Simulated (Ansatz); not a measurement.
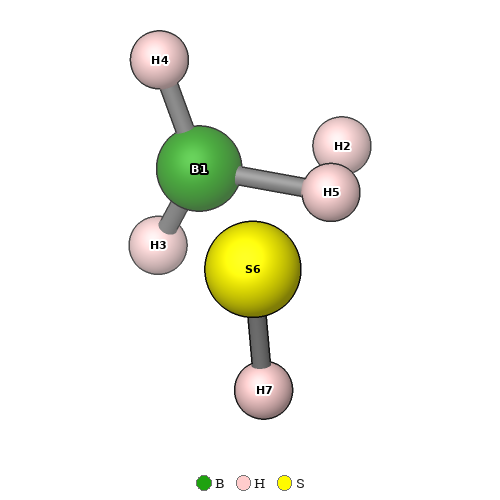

The system is the reacting system BH5S (fragments BH₅S where the first distance is long, BH₃S + H₂ where the second is long); the picture shows the reference structure. First axis: distance H2–H5 (bond that forms). Second axis: distance H5–S6 (bond that breaks). Relaxed at each point: all other coordinates. The scan uses a 9 × 9 grid. Points are written as (first, second). Energies: kcal/mol, counted from the lowest grid point. Energies and slopes of some neighbouring points disagree (a jump in structure or state, or too coarse a mesh). The reference is spin-restricted, so regions where a bond is pulled apart into radicals lie too high. Level of theory: RKS wB97X-V/def2-SVP in Ansatz.

Its coordinates:

```xyz
7

B    -0.6094   -0.3953   -0.0554
H     0.3284   -0.6667   -1.2111
H    -0.3942   -1.2839    0.7223
H    -1.6411   -0.0916   -0.5881
H     0.5413    0.1489   -0.7068
S     0.4386    1.4554    0.5245
H     1.3364    0.8332    1.3144
```

Range: distance H2–H5 (bond that forms) from 0.666 to 1.866 Å; distance H5–S6 (bond that breaks) from 1.224 to 2.424 Å.

> What will the energy surface look like?

The lowest grid point is at (0.755 Å, 2.424 Å). It lies in a valley that leaves the map towards separated partners. The energy also falls towards the edge at (1.866 Å, 2.424 Å) (1.5 kcal/mol above the lowest) and (1.866 Å, 1.313 Å) (10.8 kcal/mol above the lowest), where a further well may lie outside the range. The highest grid point, (0.666 Å, 1.224 Å), lies 119.6 kcal/mol above the lowest.

```csv
"second ↓, first →",0.666,0.755,0.878,1.018,1.171,1.333,1.504,1.682,1.866
2.424,4.7,0.0,4.2,16.6,19.0,16.4,13.2,2.7,1.5
2.240,6.9,2.1,11.3,18.6,23.5,22.2,19.7,9.0,7.9
2.062,10.9,13.6,12.9,18.6,27.1,30.1,28.9,27.7,18.4
1.891,29.0,19.2,15.8,18.6,24.7,32.0,39.4,39.4,53.3
1.729,39.5,27.1,20.2,19.5,22.2,26.5,31.4,36.0,36.7
1.576,53.8,38.2,27.1,22.0,20.7,21.4,23.0,23.8,22.2
1.436,72.6,53.2,37.4,27.6,22.0,19.0,17.2,15.3,12.7
1.313,96.1,72.9,52.3,37.9,28.3,22.0,17.6,14.1,10.8
1.224,119.6,93.3,69.0,51.2,38.8,30.4,24.5,20.0,16.3
```

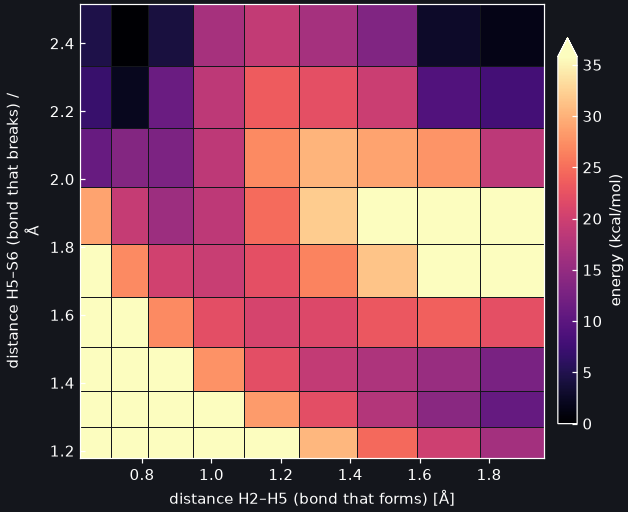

Drawn: one coloured cell a grid point, one colour for all values above the top of the scale.

Each point was launched as `ansatz run input.yaml --threads 1 --pin off --max-ram 2560MiB --backend cpu --events-out ev --progress --plain --runs-dir out`. The whole map (81 points run) took 35 min on 1 thread of Arm Neoverse V1, on a shared host.
